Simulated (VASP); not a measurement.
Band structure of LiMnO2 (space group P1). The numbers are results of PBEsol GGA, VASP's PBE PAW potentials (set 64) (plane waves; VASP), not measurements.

The run has a spin-polarised start.

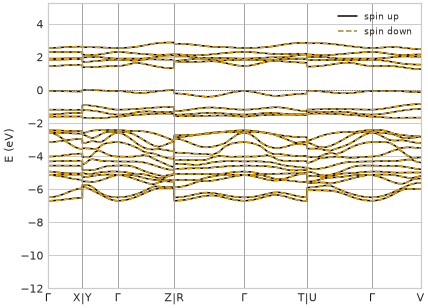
*Bands along high-symmetry lines, zero at the valence-band maximum or, without a gap, the Fermi level*

**Question.** Read the plot: is there a gap, and where are the band edges?

**Answer.** The gap is indirect, 1.26 eV, from the valence maximum at Y to the conduction minimum at V. (Edges off the drawn lines would not show.)

The structure comes from a computed database's LiMnO2 entry; how it stands against other phases isn't given here. It was relaxed first.
